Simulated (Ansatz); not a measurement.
CH7NOSi (SMILES N[SiH2]CO)

Input file:

```
crystal:
  periodic: [false, false, false]
  atoms:
    - {symbol: N, position_ang: [-1.189090, 0.782903, -0.629222]}
    - {symbol: Si, position_ang: [-0.552096, -0.155499, 0.680914]}
    - {symbol: C, position_ang: [1.267885, -0.397391, 0.258710]}
    - {symbol: O, position_ang: [1.403823, -0.723316, -1.115365]}
    - {symbol: H, position_ang: [-2.117102, 0.579827, -0.964597]}
    - {symbol: H, position_ang: [-1.016812, 1.776015, -0.664903]}
    - {symbol: H, position_ang: [-1.298412, -1.440038, 0.656994]}
    - {symbol: H, position_ang: [-0.691287, 0.474280, 2.027592]}
    - {symbol: H, position_ang: [1.846612, 0.504703, 0.513346]}
    - {symbol: H, position_ang: [1.700666, -1.214715, 0.843909]}
    - {symbol: H, position_ang: [0.711113, -0.243671, -1.587076]}
basis:
  gaussian: {orbitals: def2-TZVPP}
hamiltonian: {xc: pbe0, dispersion: d4}
output: {orbitals: {seedname: orbitals}}
```

Run with:

```sh
ansatz run in.yaml --threads 2 --pin off --events-out ev --progress --plain --max-ram 4352MiB
```

Geometry: PBE0-D4/def2-TZVP.

Method: RKS PBE0-D4/def2-TZVPP in Ansatz.

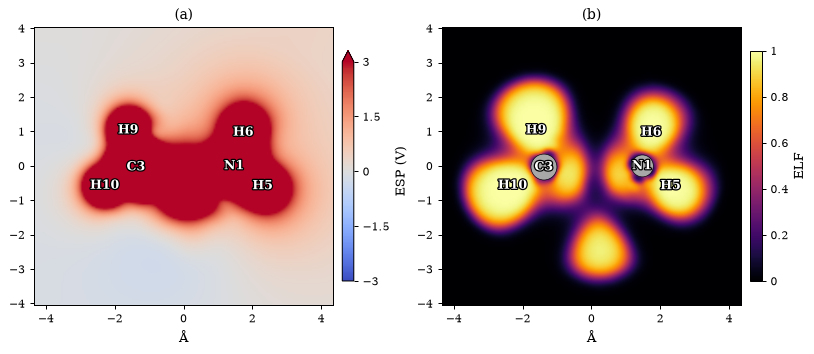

Figure 1. (a) molecular electrostatic potential; (b) electron localisation function on the plane of atoms H5, N1 and H6. Grey discs cover the atomic cores in the ELF map.

> Read the bonding off the picture.

- The section cuts through N, C and H sites.
- N–H (1.01 Å): the ELF climbs to about 1 towards the hydrogen, as it does in any bond to H: an ordinary covalent bond to hydrogen.
- C–H (1.09 Å): the ELF climbs to about 1 towards the hydrogen: a covalent bond by its length.
- The potential has no marked negative region in this plane.

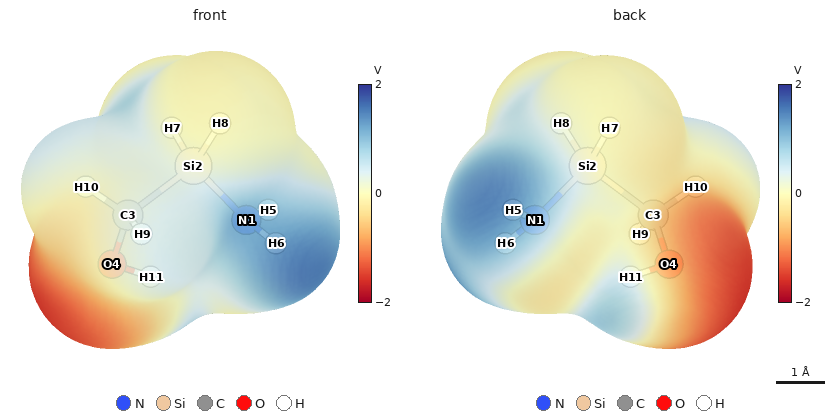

Figure 2. The molecular electrostatic potential painted on the density surface at 0.001 e/bohr³, seen from the front and from behind; the colour scale runs from red (negative) to blue (positive).

> Which sites attract a positive test charge, and which a negative one?

A positive charge is drawn to the negative regions and a negative charge to the positive ones. The most negative region (about −1.5 V, or −35 kcal/mol for a unit charge) lies over O4, the most positive (about +1.6 V, or +37 kcal/mol for a unit charge) over H5 and H6. O4 is the likeliest acceptor of a hydrogen bond.

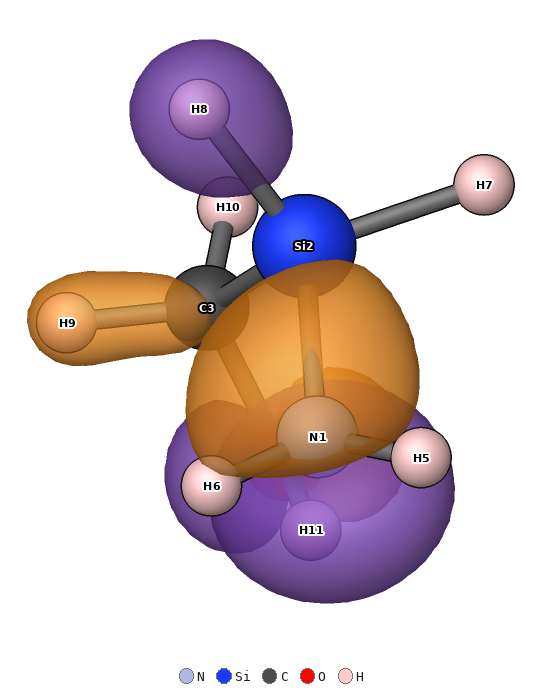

Figure 3. The HOMO−1 at ±0.15 Å⁻³ᐟ² (orange and purple are the two phases), seen at an oblique angle.

> What is the character of this orbital?

It lies mainly on N1 (about 50 %), O4 (about 15 %), Si2 (about 10 %) and H8 (about 5 %). Its energy is −7.95 eV.
